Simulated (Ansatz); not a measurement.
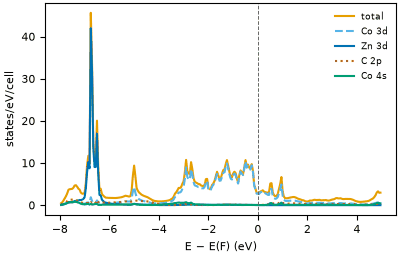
Fig. 1. Total and projected density of states of ZnCo3C (anti-perovskite, space group No. 221), DFT-PBEsol in the program Ansatz with PAW potentials

Which orbitals carry the states next to the Fermi level?

Within 0.5 eV of the Fermi level: Co 3d 94 %. Projections are on Löwdin-orthogonalised atomic valence shells; empty p or d shells of many metals are not among them.

Where is the tallest occupied peak in this window, and what makes it?

Near -6.8 eV, about 46 states/eV per cell; the largest projected share is Zn 3d.

Space group Pm-3m (anti-perovskite). The workflow started from a Materials Project entry (that database holds measured and hypothetical structures alike); the Crystallography Open Database copy checked does not list it. Whether it is the stable phase at ambient conditions was not checked. Symmetry was held in the PBEsol relaxation; its stability against distortions is not shown here. Magnetic state: ferromagnetic, the only order run, not a proven ground state.

Potentials: the later of the program's two PAW sets.
